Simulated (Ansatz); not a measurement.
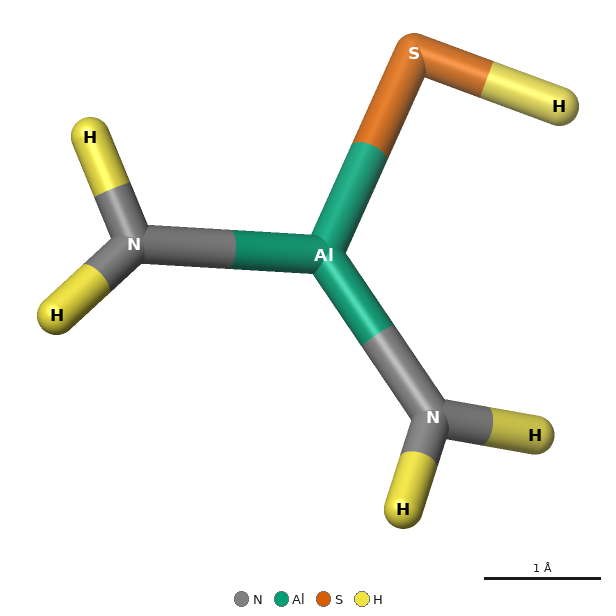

The picture comes from a calculation with Ansatz.

Starting geometry of the run.

Input file:

```yaml
crystal:
  periodic: [false, false, false]
  atoms:
    - {symbol: N, position_ang: [-0.694142, 1.014273, -0.513633]}
    - {symbol: Al, position_ang: [-0.144888, -0.284510, 0.444755]}
    - {symbol: N, position_ang: [1.394612, -1.084177, 0.128325]}
    - {symbol: S, position_ang: [-1.345149, -1.022184, 2.122272]}
    - {symbol: H, position_ang: [-1.612678, 1.420579, -0.459284]}
    - {symbol: H, position_ang: [-0.154832, 1.469492, -1.231205]}
    - {symbol: H, position_ang: [1.637700, -1.740610, 0.851155]}
    - {symbol: H, position_ang: [2.102258, -1.075214, -0.586775]}
    - {symbol: H, position_ang: [-2.159359, 0.046334, 2.102052]}
basis:
  gaussian: {orbitals: def2-TZVPP}
correlation: {method: ccsd_t}
```

Output:

```
Functional definition: HF
  name "HF"
  cite "Fock, Z. Phys. 61, 126 (1930) doi:10.1007/BF01340294"
  parent pbe
  exchange = exact_x
  correlation = 0
1259 factors; integrals over basis functions are off by at most 9.6e-4 eV
mean field evaluation 1: about -20442.9831 eV, gradient 5.1e1 eV
mean field evaluation 2: about -20443.1001 eV, gradient 5.1e1 eV
mean field evaluation 4: about -20448.2407 eV, gradient 3.2e0 eV
mean field evaluation 8: about -20448.3053 eV, gradient 2.8e-1 eV
mean field evaluation 16: about -20448.3057 eV, gradient 1.8e-6 eV
mean field -20448.30573308 eV, -751.4613753313 hartree, gradient 1.8e-6 eV, S^2 0.000000; 0 other end points of the search recorded, 0 dependent functions left out
12 core orbitals not correlated: weight in the atoms' cores, before any rotation towards them, 1.000 or more for the frozen orbitals, at most 0.000 for the correlated occupied ones
reference -20448.30573308 eV, -751.4613753313 hartree; 12, 12 occupied and 192, 192 virtual orbitals, 1259 factors
second order -18.63036565 eV of doubles, -0.00000000 eV of singles
cycle   1  -19.16679873 eV  change   -5.4e-1 eV  update   8.1e-2
cycle   2  -19.57754106 eV  change   -4.1e-1 eV  update   2.4e-2
cycle   3  -19.64718419 eV  change   -7.0e-2 eV  update   1.1e-2
cycle   4  -19.64079193 eV  change    6.4e-3 eV  update   2.6e-3
cycle   5  -19.64093853 eV  change   -1.5e-4 eV  update   1.1e-3
cycle   6  -19.64080638 eV  change    1.3e-4 eV  update   3.1e-4
cycle   7  -19.64067034 eV  change    1.4e-4 eV  update   1.1e-4
cycle   8  -19.64068085 eV  change   -1.1e-5 eV  update   3.4e-5
cycle   9  -19.64068120 eV  change   -3.4e-7 eV  update   1.1e-5
perturbative correction -0.77604174 eV, -0.0285190078 hartree
Total energy: -20468.72245601 eV, -752.2116760601 hartree
```
